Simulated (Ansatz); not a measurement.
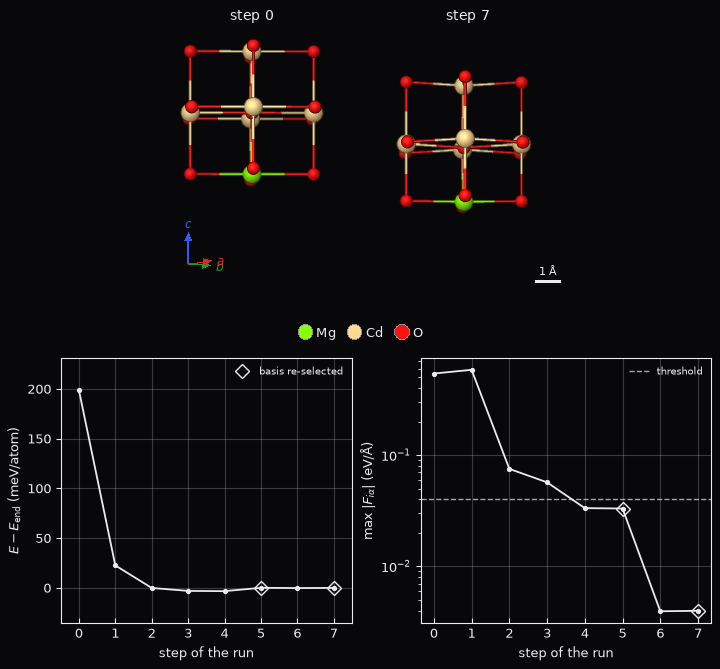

First and last geometry of a relaxation of crystalline Mg₂Cd₃O₅ (a generated structure, set up in I4/mmm) (coarse preliminary run), with the history of the run. Style: ball-and-stick. Shown: the atoms within 4.2 Å of the atom that moves most (axes of the conventional cell (2 times the calculation's cell)), from a free direction. Lengths and directions refer to the drawn axes.

Level of theory: DFT PBE, scalar-relativistic, plane waves, PAW (Ansatz). (plane-wave cutoff 420 eV; k-point mesh 8 × 8 × 8; occupations gaussian; smearing width 0.1 eV; no spin polarisation; cell and atoms relaxed; force threshold 0.04 eV/Å; at most 70 steps)

> Did the run converge, and what did it change?

It converged. The largest moves relative to the cell, 0.17 Å, are those of O atoms. By element the largest moves are O 0.17 Å, Mg 0.05 Å, Cd 0.03 Å. The volume changes by −19.0 %, with a = b 3.498 → 3.267 Å (−6.6 %), c 24.734 → 22.970 Å (−7.1 %). Near-neighbour distances that change, for instance: Mg–O 2.473 → 2.182 Å, Cd–O 2.473 → 2.296 Å, Mg–O 2.473 → 2.310 Å, Cd–O 2.473 → 2.494 Å. Among the angles between lasting bonds that change: Cd–O–Cd 180.0° → 173.0°, O–Cd–O 180.0° → 173.0°, O–Cd–O 90.0° → 93.5°. The space group stays I4/mmm (No. 139). The energy falls by 199 meV per atom in 5 accepted moves (7 points after the start). The largest force component goes from 0.54 to 0.004 eV/Å. Pressure: −17.11 GPa at the start and −0.01 GPa at the end. At 2 points the geometry stayed and the basis and grid were re-selected for the new cell (energy shift of 3.3 meV per atom at most each time).
